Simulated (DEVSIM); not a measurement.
System: W/La2O3/SiO2/p-Si capacitor, at 350 K.

| layer (left to right) | material | thickness (nm) | Na (cm⁻³) |
|---|---|---|---|
| 1 | La2O3 | 16.0 | - |
| 2 | SiO2 | 1.30 | - |
| 3 | Si | 6300 | 8.4e15 |

Metal gate on the left, work function 4.6 eV. Fixed charge at the semiconductor interface 0 cm⁻² (in units of +e); no interface traps.

This is a model device: material constants are rounded textbook-type values typed into the input, and sizes, dopings and lifetimes were drawn at random. Values at 300 K; Nc and Nv go as T^1.5, mobilities as T to minus their exponent, the gap by Varshni's rule with the affinity fixed.

| parameter | La2O3 | SiO2 | Si |
|---|---|---|---|
| gap (eV) | 5.8 | 9 | 1.124 |
| affinity (eV) | 1.8 | 0.9 | 4.05 |
| permittivity | 27 | 3.9 | 11.7 |
| Nc (cm⁻³) | - | - | 2.86e19 |
| Nv (cm⁻³) | - | - | 3.1e19 |
| Varshni α (eV/K) | - | - | 0.000473 |
| Varshni β (K) | - | - | 636 |

DEVSIM, 1D Poisson equation in equilibrium, Boltzmann statistics, complete ionisation; no quantum confinement or tunnelling. Metal contacts follow the ideal Schottky-Mott rule: no Fermi-level pinning, no interface dipoles.

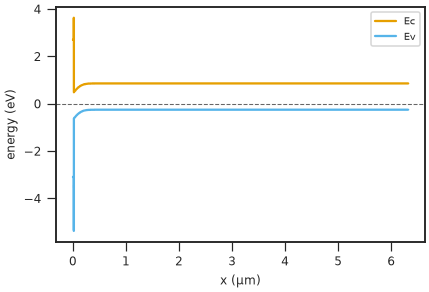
Band edges at 0.1 V on the gate

Energies count from the Fermi level of the right contact; mesh points crowd at the junctions.

```csv
x (μm),Ec (eV),Ev (eV),n (cm⁻³),p (cm⁻³),field (V/cm)
0.000,2.700,-3.100,< 1e2,< 1e2,13000
0.001700,2.702,-3.098,< 1e2,< 1e2,13000
0.005516,2.707,-3.093,< 1e2,< 1e2,13000
0.01163,2.715,-3.085,< 1e2,< 1e2,13000
0.01545,2.720,-3.080,< 1e2,< 1e2,13000
0.01652,3.626,-5.375,< 1e2,< 1e2,90000
0.01730,0.482,-0.628,4.1e12,3.5e10,47000
0.02021,0.491,-0.620,3.1e12,4.7e10,29000
0.02664,0.510,-0.601,1.6e12,8.7e10,29000
0.04420,0.558,-0.553,3.3e11,4.3e11,26000
0.08861,0.662,-0.448,1.0e10,1.4e13,21000
0.2701,0.844,-0.266,2.5e7,5.7e15,2300
0.6720,0.856,-0.255,1.7e7,8.4e15,≈ 0
1.710,0.856,-0.255,1.7e7,8.4e15,≈ 0
4.663,0.856,-0.255,1.7e7,8.4e15,≈ 0
5.678,0.856,-0.255,1.7e7,8.4e15,≈ 0
6.070,0.856,-0.255,1.7e7,8.4e15,≈ 0
6.222,0.856,-0.255,1.7e7,8.4e15,≈ 0
6.291,0.856,-0.255,1.7e7,8.4e15,≈ 0
6.308,0.856,-0.255,1.7e7,8.4e15,≈ 0
6.314,0.856,-0.255,1.7e7,8.4e15,≈ 0
6.317,0.856,-0.255,1.7e7,8.4e15,≈ 0
```
